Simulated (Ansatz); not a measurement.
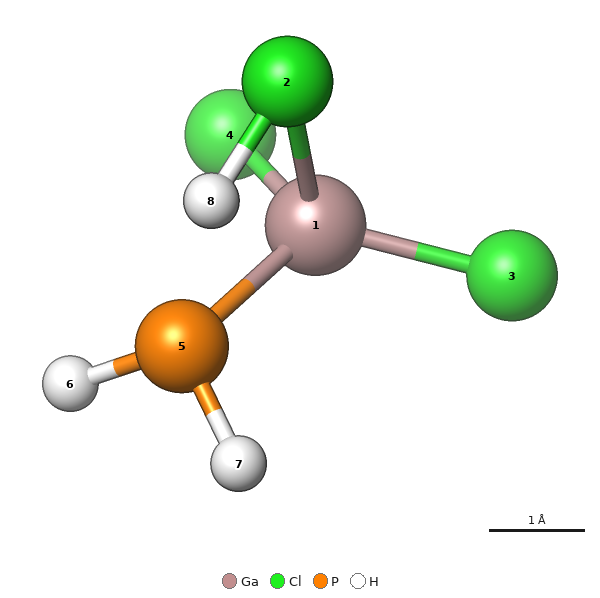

*The structure (ball-and-stick view, seen at a tilt; atoms are numbered from 1 in the order of the input). Sticks mark near contacts.*

Bond lengths as drawn: Cl–Ga 2.15 to 2.46 Å, Cl–H 1.52 Å, Ga–P 2.36 Å and H–P 1.42 Å.

# Frequency calculation, with input and output: GaPH$_{3}$Cl$_{3}$

The run: frequency calculation of GaPH$_{3}$Cl$_{3}$. Method and program: RKS PBE0-D4/def2-SVP (Ansatz 0.2.0).

It belongs to a series of runs on one base structure; here: vibrations at the highest image of the band. Figures and captions count atoms from 1; the log counts them from 0 in places.

## Input
```yaml
crystal:
  periodic: [false, false, false]
  atoms:
    - { symbol: Ga, position_ang: [0.086297, -0.383657, -0.114848] }
    - { symbol: Cl, position_ang: [-0.073769, 0.121873, 2.285114] }
    - { symbol: Cl, position_ang: [1.911539, 0.492466, -0.827742] }
    - { symbol: Cl, position_ang: [-1.779576, 0.206005, -0.997621] }
    - { symbol: P, position_ang: [0.197312, -2.545829, 0.814955] }
    - { symbol: H, position_ang: [-0.802047, -3.395465, 0.282765] }
    - { symbol: H, position_ang: [1.391712, -3.198217, 0.426193] }
    - { symbol: H, position_ang: [0.039132, -1.391177, 2.149183] }
basis:
  gaussian: { orbitals: def2-SVP }
hamiltonian:
  xc: pbe0
  dispersion: d4
phonons: {}
```

Machine: 4 threads of Arm Neoverse V1, 24 GiB of memory available, shared host.

Run as:
```bash
ansatz run input.yaml --threads 4 --pin off --max-ram 5120MiB --backend cpu --events-out ev --progress --plain --runs-dir out
```

## Output
```
Engine: ansatz 0.2.0, aarch64-unknown-linux-gnu
Functional definition: PBE0
  parameter a = 0.25
  parameter kappa = 0.804
  parameter beta = 0.06672455060314922
  exchange = (1 - a)*pbe_x(kappa = kappa, mu = beta*pi^2/3) + a*exact_x
  correlation = pbe_c(beta = beta)
1176 factors; integrals over basis functions are off by at most 2.9e-4 eV
mean field evaluation 1: about -99241.8824 eV, gradient 2.5e1 eV
mean field evaluation 2: about -99241.2341 eV, gradient 3.3e1 eV
mean field evaluation 4: about -99243.0397 eV, gradient 2.9e-1 eV
mean field evaluation 8: about -99243.0413 eV, gradient 2.1e-2 eV
mean field -99243.04131409 eV, -3647.1144989435 hartree, gradient 1.7e-5 eV, S^2 0.000000; 0 other end points of the search recorded, 0 dependent functions left out
the calculation of the forces begins
reference -99243.04134204 eV, -3647.1144999705 hartree; 50, 50 occupied and 69, 69 virtual orbitals, 1176 factors
these checks for a lower state are left out or cut short: stability, starts, cluster_reference, orbital_swaps, neighbouring_geometries, increment
1176 factors; integrals over basis functions are off by at most 2.9e-4 eV
mean field evaluation 16: about -99243.0382 eV, gradient 1.8e-1 eV
mean field -99243.04119853 eV, -3647.1144946968 hartree, gradient 1.4e-6 eV, S^2 0.000000; 0 other end points of the search recorded, 0 dependent functions left out
[... from here on the field's lines of each further geometry are left out, up to the last ...]
the calculation of the forces begins
reference -99243.04124735 eV, -3647.1144964908 hartree; 50, 50 occupied and 69, 69 virtual orbitals, 1176 factors
these checks for a lower state are left out or cut short: stability, starts, cluster_reference, orbital_swaps, neighbouring_geometries, increment
1176 factors; integrals over basis functions are off by at most 2.9e-4 eV
mean field -99243.04138305 eV, -3647.1145014776 hartree, gradient 1.7e-6 eV, S^2 0.000000; 0 other end points of the search recorded, 0 dependent functions left out
the calculation of the forces begins
reference -99243.04141100 eV, -3647.1145025046 hartree; 50, 50 occupied and 69, 69 virtual orbitals, 1176 factors
WARN: phonons: modes at or below zero, which the zero-point energy, F, S and C_V leave out: 1, the lowest at -675.19 cm⁻¹. A minimum has none, and a first-order saddle one
Total energy: -99243.32147169 eV, -3647.1247945451 hartree
Atom 0 at     0.086297    -0.383657    -0.114848 Å, force    -0.016333    -0.015416     0.002991 eV/Å
Atom 1 at    -0.073769     0.121873     2.285114 Å, force     0.007975     0.013174     0.033428 eV/Å
Atom 2 at     1.911539     0.492466    -0.827742 Å, force    -0.002475    -0.001292     0.004894 eV/Å
Atom 3 at    -1.779576     0.206005    -0.997621 Å, force     0.000228     0.005208    -0.004885 eV/Å
Atom 4 at     0.197312    -2.545829     0.814955 Å, force     0.022436     0.007718     0.001536 eV/Å
Atom 5 at    -0.802047    -3.395465     0.282765 Å, force    -0.000716    -0.004450    -0.000468 eV/Å
Atom 6 at     1.391712    -3.198217     0.426193 Å, force     0.000245    -0.018083     0.000474 eV/Å
Atom 7 at     0.039132    -1.391177     2.149183 Å, force    -0.011360     0.013140    -0.037969 eV/Å
Dipole moment:     0.052480    -0.816181     0.266466 e Å
Vibrations: -675.19 76.07 93.64 113.28 133.05 138.57 215.28 316.94 376.14 413.36 450.02 559.94 762.80 878.36 1056.72 1219.17 2478.47 2511.25 cm⁻¹, zero-point energy 0.731077 eV
```

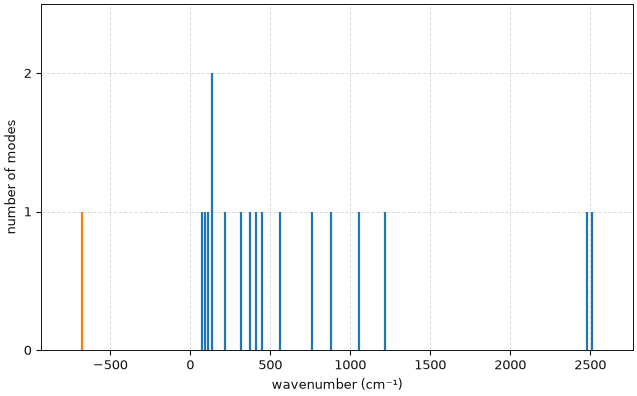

*Harmonic vibrational wavenumbers from the force constants; neighbouring modes closer than 14 cm⁻¹ are counted in one stick, and imaginary ones are drawn at negative wavenumbers.*

18 modes from 675i to 2511 cm⁻¹, 1 imaginary beyond 8i (675i cm⁻¹): a first-order saddle point, if the geometry is stationary.

## Key numbers

- outcome: converged
- total energy: −99243.3215 eV
- mean-field energy: −99243.0413 eV
- largest force (length of the vector): 0.042 eV/Å
- wall time: 70 s (CPU time 4.2 min)
- peak memory: 0.35 GiB
